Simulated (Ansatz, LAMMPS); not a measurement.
# Static equation of state of amorphous carbon (80 atoms)

Density of this cell: 2.83 g/cm³. The cell holds 80 atoms: 80 C. Its edges and angles: a = 8.531 Å, b = 8.061 Å, c = 8.204 Å, α = 91.2°, β = 93.0°, γ = 88.3°. The starting structure: 80 atoms (80 C) placed at random at 2.78 g/cm³, melted at 5500 K for 10 ps at fixed volume with the Tersoff potential (Tersoff, Phys. Rev. B 39, 5566 (1989)). Quenched from 5500 K to 100 K at 10 K/ps and fixed volume, held 5 ps.

Calculated with Ansatz 0.2.0: Kohn-Sham DFT, PBE, PAW (set soft_2), plane waves; cutoff 420 eV, k-mesh 2×2×2, gaussian smearing of 0.05 eV. Cell and atoms were relaxed first, to V0 = 7.0380 Å³ an atom at a residual P0 = 0.001 GPa. The cell was then scaled evenly, and the atoms were relaxed at each volume.

```
volume (Å³/atom)  pressure (GPa)
          6.3342               ?
          6.6157           18.53
          6.8268           8.781
          7.2491          -7.756
          7.4602          -14.55
```

Task: Fit the third-order Birch–Murnaghan equation to the rows given and extrapolate to the withheld row.

Worked fit:

Take the Eulerian strain f = ½[(V0/V)^(2/3) − 1] and the normalised pressure F = (P − P0) / [3f(1 + 2f)^(5/2)]. The third-order Birch–Murnaghan equation is then the line F = B0 + (3/2)B0(B′ − 4) f, so u = f and v = F.

| u = f | v = F (GPa) |
| --- | --- |
| 0.0210565 | 264.526 |
| 0.0102571 | 271.190 |
| -0.00975625 | 278.415 |
| -0.0190505 | 280.516 |

With n = 4: mean u = 6.2671e-4, mean v = 273.662, Σ(u − ū)² = 0.0010051, Σ(u − ū)(v − v̄) = -0.39468. Slope b = -0.39468 / 0.0010051 = -392.67; intercept a = v̄ − b ū = 273.91.

So B0 = a = 274 GPa and B′ = 4 + 2b/(3a) = 3.04. At the withheld volume f = 0.03638, F = a + b f = 259.6 GPa, and P = P0 + 3f(1 + 2f)^(5/2) F.

Prediction at 6.3342: 33.78 GPa. The run gave 28.67 GPa, so the fit is high by 5.1 GPa (18 % of the value).

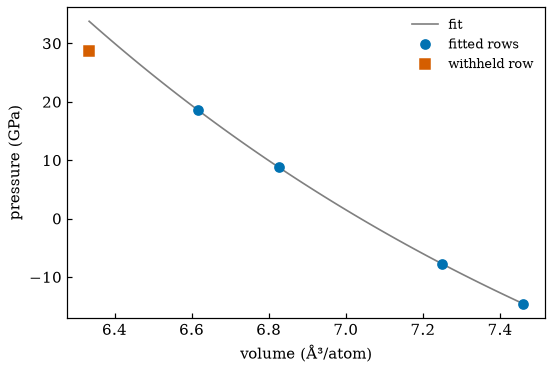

The fit, the rows that it rests on and the withheld row.

The series isn't one smooth equation of state: even a line fitted to all rows, the withheld one included, misses F by up to 7.1 %, the count of bonds changes along the series and an atom moves over 0.5 Å in some relaxation. B0 and B′ are then only the numbers of this fit, not moduli of the material. Among the rows given, the largest miss of the fit is at 6.6157, by 0.078 GPa (0.18 % of the range of the table).

Limits: Static cells at zero temperature; the cell shape is held. The program notes that the SCF threshold of these relaxations is loose for the stress. The quench rate of 10 K/ps is many orders above laboratory rates, so the cell is likely richer in defects and strain than a real sample. The network of bonds at the start is that of the classical potential that made the cell, and needn't be the one that DFT or experiment would give.

[Logs are printed without paths, hosts, clocks, repeated set-up lines and the standing remarks that a program may print on its own settings, such as how far it seeks lower states.]

[Hosts, paths, dates, database ids (printed as entryN), source tags and the programs' standing remarks are cut or masked in the printed files.]
